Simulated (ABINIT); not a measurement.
# AlSbSe3 (Pm-3m): zone-centre phonons, part 2 of 3

Which modes does AlSbSe3 (Pm-3m) have at the zone centre?

ABINIT 10.8.3; DFT LDA, scalar-relativistic, plane waves, JTH PAW pseudopotentials.

So far. Step 4 (Relaxing the cell and atoms): The volume changes by +0.8 % in this run and stands -5.4 % from the first cell. Step 6 (Zone-centre response): The acoustic modes at Γ come out as far as 6.9 cm⁻¹ from zero, where they should vanish, a small numerical error. The lowest optical mode is imaginary, 114i cm⁻¹, an instability at this level and on this k mesh. The relaxed cell has a = 4.800 Å (conventional setting).

The structure was built from a prototype and need not be the compound's stable phase.

## (7) Modes with the sum rule

anaddb reads the merged derivatives and imposes the acoustic sum rule.

anaddb.abi reads:

```
ddb_filepath "gamma_DDB"
output_file "anaddb.abo"
outdata_prefix "anaddb"
asr 1
chneut 1
enunit 2
eivec 1
nph1l 1
qph1l 0.0 0.0 0.0 1.0
```

mrgddb.in reads:

```
gamma_DDB
merged
1
dfpt_gammao_DDB
```

Run with:

```bash
mrgddb < mrgddb.in > mrgddb.log
OMP_NUM_THREADS=1 anaddb anaddb.abi > anaddb.log
```

anaddb.abo, the main output file:

```text
-outvars_anaddb: echo values of input variables ----------------------

 Miscellaneous information :
      enunit         2
       eivec         1
         asr         1
 First list of wavevector (reduced coord.) :
       nph1l         1
       qph1l
                     0.00000000E+00  0.00000000E+00  0.00000000E+00    1.000E+00

================================================================================

 read the DDB information and perform some checks

  ==== Info on the Cryst% object ====
 Real(R)+Recip(G) space primitive vectors, cartesian coordinates (Bohr,Bohr^-1):
 R(1)=  9.0697429  0.0000000  0.0000000  G(1)=  0.1102567  0.0000000  0.0000000
 R(2)=  0.0000000  9.0697429  0.0000000  G(2)=  0.0000000  0.1102567  0.0000000
 R(3)=  0.0000000  0.0000000  9.0697429  G(3)=  0.0000000  0.0000000  0.1102567
 Unit cell volume ucvol=  7.4607920E+02 bohr^3
 Angles (23,13,12)=  9.00000000E+01  9.00000000E+01  9.00000000E+01 degrees
 Time-reversal symmetry is present
 Reduced atomic positions [iatom, xred, symbol]:
    1)    0.0000000  0.0000000  0.0000000  Sb
    2)    0.5000000  0.5000000  0.5000000  Al
    3)    0.5000000  0.5000000  0.0000000  Se
    4)    0.5000000  0.0000000  0.5000000  Se
    5)    0.0000000  0.5000000  0.5000000  Se

 DDB file with 1 blocks has been read.

================================================================================

 Treat the first list of vectors

  Phonon wavevector (reduced coordinates) :  0.00000  0.00000  0.00000
 Phonon energies in Hartree :
  -5.194510E-04 -5.194510E-04 -5.194510E-04 -3.303660E-04 -3.303660E-04
  -3.303660E-04  0.000000E+00  0.000000E+00  0.000000E+00  2.169723E-04
   2.169723E-04  2.169723E-04  1.626924E-03  1.626924E-03  1.626924E-03
 Phonon energies in meV     :
- -1.413498E+01 -1.413498E+01 -1.413498E+01 -8.989717E+00 -8.989717E+00
- -8.989717E+00  0.000000E+00  0.000000E+00  0.000000E+00  5.904116E+00
-  5.904116E+00  5.904116E+00  4.427085E+01  4.427085E+01  4.427085E+01
 Phonon frequencies in cm-1    :
- -1.140063E+02 -1.140063E+02 -1.140063E+02 -7.250696E+01 -7.250696E+01
- -7.250696E+01  0.000000E+00  0.000000E+00  0.000000E+00  4.761990E+01
-  4.761990E+01  4.761990E+01  3.570685E+02  3.570685E+02  3.570685E+02
 Phonon frequencies in Thz     :
- -3.417823E+00 -3.417823E+00 -3.417823E+00 -2.173704E+00 -2.173704E+00
- -2.173704E+00  0.000000E+00  0.000000E+00  0.000000E+00  1.427609E+00
-  1.427609E+00  1.427609E+00  1.070464E+01  1.070464E+01  1.070464E+01
 Phonon energies in Kelvin  :
- -1.640297E+02 -1.640297E+02 -1.640297E+02 -1.043213E+02 -1.043213E+02
- -1.043213E+02  0.000000E+00  0.000000E+00  0.000000E+00  6.851442E+01
-  6.851442E+01  6.851442E+01  5.137419E+02  5.137419E+02  5.137419E+02

 Eigendisplacements
 (will be given, for each mode : in cartesian coordinates
   for each atom the real part of the displacement vector,
   then the imaginary part of the displacement vector - absolute values smaller than 1.0d-7 are set to zero)
  Mode number    1   Energy   -5.194510E-04
 Attention : low frequency mode.
   (Could be unstable or acoustic mode)
-  1  0.00000000E+00  0.00000000E+00  1.55006539E-03
-     0.00000000E+00  0.00000000E+00  0.00000000E+00
-  2  0.00000000E+00  0.00000000E+00  4.24639936E-04
-     0.00000000E+00  0.00000000E+00  0.00000000E+00
-  3  0.00000000E+00  0.00000000E+00 -1.29786191E-05
-     0.00000000E+00  0.00000000E+00  0.00000000E+00
-  4  0.00000000E+00  0.00000000E+00 -1.26113344E-03
-     0.00000000E+00  0.00000000E+00  0.00000000E+00
-  5  0.00000000E+00  0.00000000E+00 -1.26113344E-03
-     0.00000000E+00  0.00000000E+00  0.00000000E+00
  Mode number    2   Energy   -5.194510E-04
 Attention : low frequency mode.
   (Could be unstable or acoustic mode)
-  1  0.00000000E+00 -1.55006539E-03  0.00000000E+00
-     0.00000000E+00  0.00000000E+00  0.00000000E+00
-  2  0.00000000E+00 -4.24639936E-04  0.00000000E+00
-     0.00000000E+00  0.00000000E+00  0.00000000E+00
-  3  0.00000000E+00  1.26113344E-03  0.00000000E+00
-     0.00000000E+00  0.00000000E+00  0.00000000E+00
-  4  0.00000000E+00  1.29786191E-05  0.00000000E+00
-     0.00000000E+00  0.00000000E+00  0.00000000E+00
-  5  0.00000000E+00  1.26113344E-03  0.00000000E+00
-     0.00000000E+00  0.00000000E+00  0.00000000E+00
  Mode number    3   Energy   -5.194510E-04
 Attention : low frequency mode.
   (Could be unstable or acoustic mode)
-  1  1.55006539E-03  0.00000000E+00  0.00000000E+00
-     0.00000000E+00  0.00000000E+00  0.00000000E+00
-  2  4.24639936E-04  0.00000000E+00  0.00000000E+00
-     0.00000000E+00  0.00000000E+00  0.00000000E+00
-  3 -1.26113344E-03  0.00000000E+00  0.00000000E+00
-     0.00000000E+00  0.00000000E+00  0.00000000E+00
-  4 -1.26113344E-03  0.00000000E+00  0.00000000E+00
-     0.00000000E+00  0.00000000E+00  0.00000000E+00
-  5 -1.29786191E-05  0.00000000E+00  0.00000000E+00
-     0.00000000E+00  0.00000000E+00  0.00000000E+00
  Mode number    4   Energy   -3.303660E-04
 Attention : low frequency mode.
   (Could be unstable or acoustic mode)
-  1  0.00000000E+00  0.00000000E+00  0.00000000E+00
-     0.00000000E+00  0.00000000E+00  0.00000000E+00
-  2  0.00000000E+00  0.00000000E+00  0.00000000E+00
-     0.00000000E+00  0.00000000E+00  0.00000000E+00
-  3  0.00000000E+00  0.00000000E+00  0.00000000E+00
-     0.00000000E+00  0.00000000E+00  0.00000000E+00
-  4  0.00000000E+00  0.00000000E+00  1.86380890E-03
-     0.00000000E+00  0.00000000E+00  0.00000000E+00
-  5  0.00000000E+00  0.00000000E+00 -1.86380890E-03
-     0.00000000E+00  0.00000000E+00  0.00000000E+00
  Mode number    5   Energy   -3.303660E-04
 Attention : low frequency mode.
   (Could be unstable or acoustic mode)
-  1  0.00000000E+00  0.00000000E+00  0.00000000E+00
-     0.00000000E+00  0.00000000E+00  0.00000000E+00
-  2  0.00000000E+00  0.00000000E+00  0.00000000E+00
-     0.00000000E+00  0.00000000E+00  0.00000000E+00
-  3  0.00000000E+00 -1.86380890E-03  0.00000000E+00
-     0.00000000E+00  0.00000000E+00  0.00000000E+00
-  4  0.00000000E+00  0.00000000E+00  0.00000000E+00
-     0.00000000E+00  0.00000000E+00  0.00000000E+00
-  5  0.00000000E+00  1.86380890E-03  0.00000000E+00
-     0.00000000E+00  0.00000000E+00  0.00000000E+00
  Mode number    6   Energy   -3.303660E-04
 Attention : low frequency mode.
   (Could be unstable or acoustic mode)
-  1  0.00000000E+00  0.00000000E+00  0.00000000E+00
-     0.00000000E+00  0.00000000E+00  0.00000000E+00
-  2  0.00000000E+00  0.00000000E+00  0.00000000E+00
-     0.00000000E+00  0.00000000E+00  0.00000000E+00
-  3  1.86380890E-03  0.00000000E+00  0.00000000E+00
-     0.00000000E+00  0.00000000E+00  0.00000000E+00
-  4 -1.86380890E-03  0.00000000E+00  0.00000000E+00
-     0.00000000E+00  0.00000000E+00  0.00000000E+00
-  5  0.00000000E+00  0.00000000E+00  0.00000000E+00
-     0.00000000E+00  0.00000000E+00  0.00000000E+00
  Mode number    7   Energy    0.000000E+00
 Attention : low frequency mode.
   (Could be unstable or acoustic mode)
-  1  0.00000000E+00  0.00000000E+00 -1.19275865E-03
-     0.00000000E+00  0.00000000E+00  0.00000000E+00
-  2  0.00000000E+00  0.00000000E+00 -1.19265836E-03
-     0.00000000E+00  0.00000000E+00  0.00000000E+00
-  3  0.00000000E+00  0.00000000E+00 -1.19268380E-03
-     0.00000000E+00  0.00000000E+00  0.00000000E+00
-  4  0.00000000E+00  0.00000000E+00 -1.19275067E-03
-     0.00000000E+00  0.00000000E+00  0.00000000E+00
-  5  0.00000000E+00  0.00000000E+00 -1.19275067E-03
-     0.00000000E+00  0.00000000E+00  0.00000000E+00
  Mode number    8   Energy    0.000000E+00
 Attention : low frequency mode.
   (Could be unstable or acoustic mode)
-  1  0.00000000E+00  1.19275865E-03  0.00000000E+00
-     0.00000000E+00  0.00000000E+00  0.00000000E+00
-  2  0.00000000E+00  1.19265836E-03  0.00000000E+00
-     0.00000000E+00  0.00000000E+00  0.00000000E+00
-  3  0.00000000E+00  1.19275067E-03  0.00000000E+00
-     0.00000000E+00  0.00000000E+00  0.00000000E+00
-  4  0.00000000E+00  1.19268380E-03  0.00000000E+00
-     0.00000000E+00  0.00000000E+00  0.00000000E+00
-  5  0.00000000E+00  1.19275067E-03  0.00000000E+00
-     0.00000000E+00  0.00000000E+00  0.00000000E+00
  Mode number    9   Energy    0.000000E+00
 Attention : low frequency mode.
   (Could be unstable or acoustic mode)
-  1  1.19275865E-03  0.00000000E+00  0.00000000E+00
-     0.00000000E+00  0.00000000E+00  0.00000000E+00
-  2  1.19265836E-03  0.00000000E+00  0.00000000E+00
-     0.00000000E+00  0.00000000E+00  0.00000000E+00
-  3  1.19275067E-03  0.00000000E+00  0.00000000E+00
-     0.00000000E+00  0.00000000E+00  0.00000000E+00
-  4  1.19275067E-03  0.00000000E+00  0.00000000E+00
-     0.00000000E+00  0.00000000E+00  0.00000000E+00
-  5  1.19268380E-03  0.00000000E+00  0.00000000E+00
-     0.00000000E+00  0.00000000E+00  0.00000000E+00
  Mode number   10   Energy    2.169723E-04
-  1  0.00000000E+00  0.00000000E+00  8.24803009E-04
-     0.00000000E+00  0.00000000E+00  0.00000000E+00
-  2  0.00000000E+00  0.00000000E+00 -2.51553134E-03
-     0.00000000E+00  0.00000000E+00  0.00000000E+00
-  3  0.00000000E+00  0.00000000E+00 -1.70368538E-03
-     0.00000000E+00  0.00000000E+00  0.00000000E+00
-  4  0.00000000E+00  0.00000000E+00  6.45644620E-04
-     0.00000000E+00  0.00000000E+00  0.00000000E+00
-  5  0.00000000E+00  0.00000000E+00  6.45644620E-04
-     0.00000000E+00  0.00000000E+00  0.00000000E+00
  Mode number   11   Energy    2.169723E-04
-  1  0.00000000E+00 -8.24803009E-04  0.00000000E+00
-     0.00000000E+00  0.00000000E+00  0.00000000E+00
-  2  0.00000000E+00  2.51553134E-03  0.00000000E+00
-     0.00000000E+00  0.00000000E+00  0.00000000E+00
-  3  0.00000000E+00 -6.45644620E-04  0.00000000E+00
-     0.00000000E+00  0.00000000E+00  0.00000000E+00
-  4  0.00000000E+00  1.70368538E-03  0.00000000E+00
-     0.00000000E+00  0.00000000E+00  0.00000000E+00
-  5  0.00000000E+00 -6.45644620E-04  0.00000000E+00
-     0.00000000E+00  0.00000000E+00  0.00000000E+00
  Mode number   12   Energy    2.169723E-04
-  1  8.24803009E-04  0.00000000E+00  0.00000000E+00
-     0.00000000E+00  0.00000000E+00  0.00000000E+00
-  2 -2.51553134E-03  0.00000000E+00  0.00000000E+00
-     0.00000000E+00  0.00000000E+00  0.00000000E+00
-  3  6.45644620E-04  0.00000000E+00  0.00000000E+00
-     0.00000000E+00  0.00000000E+00  0.00000000E+00
-  4  6.45644620E-04  0.00000000E+00  0.00000000E+00
-     0.00000000E+00  0.00000000E+00  0.00000000E+00
-  5 -1.70368538E-03  0.00000000E+00  0.00000000E+00
-     0.00000000E+00  0.00000000E+00  0.00000000E+00
  Mode number   13   Energy    1.626924E-03
-  1  0.00000000E+00  0.00000000E+00  1.69115969E-06
-     0.00000000E+00  0.00000000E+00  0.00000000E+00
-  2  0.00000000E+00  0.00000000E+00 -3.52150892E-03
-     0.00000000E+00  0.00000000E+00  0.00000000E+00
-  3  0.00000000E+00  0.00000000E+00  1.61937033E-03
-     0.00000000E+00  0.00000000E+00  0.00000000E+00
-  4  0.00000000E+00  0.00000000E+00 -2.09320169E-04
-     0.00000000E+00  0.00000000E+00  0.00000000E+00
-  5  0.00000000E+00  0.00000000E+00 -2.09320169E-04
-     0.00000000E+00  0.00000000E+00  0.00000000E+00
  Mode number   14   Energy    1.626924E-03
-  1  0.00000000E+00  1.69115969E-06  0.00000000E+00
-     0.00000000E+00  0.00000000E+00  0.00000000E+00
-  2  0.00000000E+00 -3.52150892E-03  0.00000000E+00
-     0.00000000E+00  0.00000000E+00  0.00000000E+00
-  3  0.00000000E+00 -2.09320169E-04  0.00000000E+00
-     0.00000000E+00  0.00000000E+00  0.00000000E+00
-  4  0.00000000E+00  1.61937033E-03  0.00000000E+00
-     0.00000000E+00  0.00000000E+00  0.00000000E+00
-  5  0.00000000E+00 -2.09320169E-04  0.00000000E+00
-     0.00000000E+00  0.00000000E+00  0.00000000E+00
  Mode number   15   Energy    1.626924E-03
-  1  1.69115969E-06  0.00000000E+00  0.00000000E+00
-     0.00000000E+00  0.00000000E+00  0.00000000E+00
-  2 -3.52150892E-03  0.00000000E+00  0.00000000E+00
-     0.00000000E+00  0.00000000E+00  0.00000000E+00
-  3 -2.09320169E-04  0.00000000E+00  0.00000000E+00
-     0.00000000E+00  0.00000000E+00  0.00000000E+00
-  4 -2.09320169E-04  0.00000000E+00  0.00000000E+00
-     0.00000000E+00  0.00000000E+00  0.00000000E+00
-  5  1.61937033E-03  0.00000000E+00  0.00000000E+00
-     0.00000000E+00  0.00000000E+00  0.00000000E+00

 Analysis of degeneracies and characters (maximum tolerance=1.00E-06 a.u.)
 For each vibration mode, or group of modes if degenerate,
 the characters are given for each symmetry operation (see the list in the log file).
 Symmetry characters of vibration mode #   1
       degenerate with vibration modes #   2 to    3
  3.0 -3.0 -1.0  1.0 -1.0  1.0 -1.0  1.0  1.0 -1.0 -1.0  1.0  1.0 -1.0 -1.0  1.0
 -0.0  0.0  0.0 -0.0  0.0 -0.0 -0.0  0.0  1.0 -1.0 -1.0  1.0 -1.0  1.0  1.0 -1.0
 -0.0  0.0  0.0 -0.0 -0.0  0.0  0.0 -0.0  1.0 -1.0  1.0 -1.0 -1.0  1.0 -1.0  1.0
 Symmetry characters of vibration mode #   4
       degenerate with vibration modes #   5 to    6
  3.0 -3.0 -1.0  1.0 -1.0  1.0 -1.0  1.0 -1.0  1.0  1.0 -1.0 -1.0  1.0  1.0 -1.0
 -0.0  0.0  0.0 -0.0 -0.0  0.0  0.0 -0.0 -1.0  1.0  1.0 -1.0  1.0 -1.0 -1.0  1.0
 -0.0  0.0 -0.0  0.0  0.0 -0.0  0.0 -0.0 -1.0  1.0 -1.0  1.0  1.0 -1.0  1.0 -1.0
 Symmetry characters of vibration mode #   7
       degenerate with vibration modes #   8 to    9
  3.0 -3.0 -1.0  1.0 -1.0  1.0 -1.0  1.0  1.0 -1.0 -1.0  1.0  1.0 -1.0 -1.0  1.0
  0.0 -0.0 -0.0  0.0 -0.0  0.0 -0.0  0.0  1.0 -1.0 -1.0  1.0 -1.0  1.0  1.0 -1.0
  0.0 -0.0 -0.0  0.0 -0.0  0.0 -0.0  0.0  1.0 -1.0  1.0 -1.0 -1.0  1.0 -1.0  1.0
 Symmetry characters of vibration mode #  10
       degenerate with vibration modes #  11 to   12
  3.0 -3.0 -1.0  1.0 -1.0  1.0 -1.0  1.0  1.0 -1.0 -1.0  1.0  1.0 -1.0 -1.0  1.0
 -0.0  0.0 -0.0  0.0  0.0 -0.0  0.0 -0.0  1.0 -1.0 -1.0  1.0 -1.0  1.0  1.0 -1.0
 -0.0  0.0  0.0 -0.0  0.0 -0.0 -0.0  0.0  1.0 -1.0  1.0 -1.0 -1.0  1.0 -1.0  1.0
 Symmetry characters of vibration mode #  13
       degenerate with vibration modes #  14 to   15
  3.0 -3.0 -1.0  1.0 -1.0  1.0 -1.0  1.0  1.0 -1.0 -1.0  1.0  1.0 -1.0 -1.0  1.0
  0.0 -0.0  0.0 -0.0 -0.0  0.0 -0.0  0.0  1.0 -1.0 -1.0  1.0 -1.0  1.0  1.0 -1.0
  0.0 -0.0 -0.0  0.0 -0.0  0.0  0.0 -0.0  1.0 -1.0  1.0 -1.0 -1.0  1.0 -1.0  1.0
-
```

It took 0.52 s on 1 thread of Arm Neoverse V2, shared host.

Read from the output:

```
lowest optical zone-centre mode : -114.0 cm⁻¹
```

No LO-TO term; unit eigenvectors of the mass-weighted matrix, from anaddb's displacements. The modes at Γ (shares of kinetic energy by element, %) (negative means imaginary):

| mode | frequency (cm⁻¹) | symmetry | Sb % | Al % | Se % |
| --- | --- | --- | --- | --- | --- |
| 1 | -114.0 | T1u | 53 | 1 | 46 |
| 2 | -114.0 | T1u | 53 | 1 | 46 |
| 3 | -114.0 | T1u | 53 | 1 | 46 |
| 4 | -72.5 | T2u | 0 | 0 | 100 |
| 5 | -72.5 | T2u | 0 | 0 | 100 |
| 6 | -72.5 | T2u | 0 | 0 | 100 |
| 7 | 0.0 | acoustic | 32 | 7 | 61 |
| 8 | 0.0 | acoustic | 32 | 7 | 61 |
| 9 | 0.0 | acoustic | 32 | 7 | 61 |
| 10 | 47.6 | T1u | 15 | 31 | 54 |
| 11 | 47.6 | T1u | 15 | 31 | 54 |
| 12 | 47.6 | T1u | 15 | 31 | 54 |
| 13 | 357.1 | T1u | 0 | 61 | 39 |
| 14 | 357.1 | T1u | 0 | 61 | 39 |
| 15 | 357.1 | T1u | 0 | 61 | 39 |

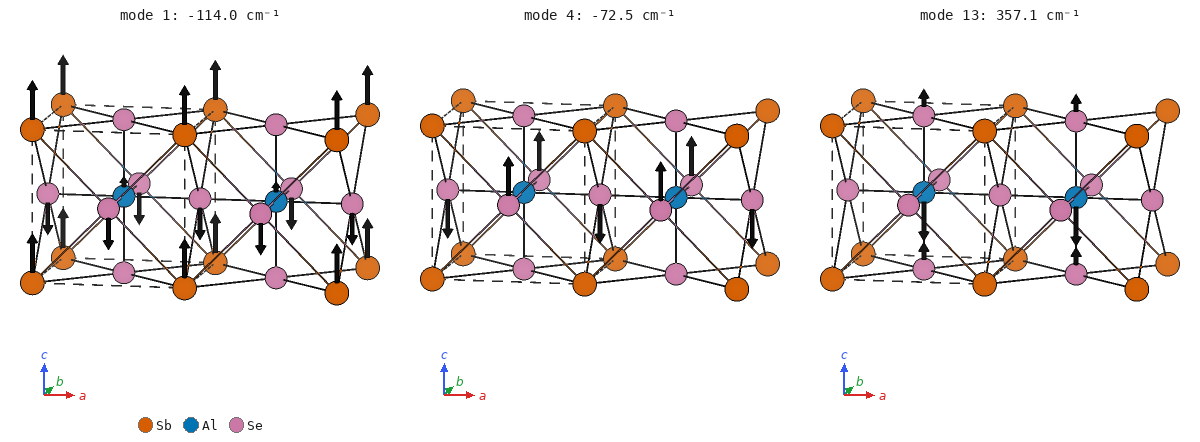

Displacement patterns of modes 1, 4 and 13 at Γ; arrows are exaggerated. 2×1×1 cells are drawn. Some periodic images of atoms are drawn too.

The rule also moves an optical mode by 0.3 cm⁻¹.

[end of part 2 of 3]

[Host names and launcher messages were left out of these logs when they were recorded.]

[Logs are printed without paths, hosts, clocks, repeated set-up lines and the standing remarks that a program may print on its own settings, such as how far it seeks lower states.]

[Hosts, paths, dates, database ids (printed as entryN), source tags and the programs' standing remarks are cut or masked in the printed files.]
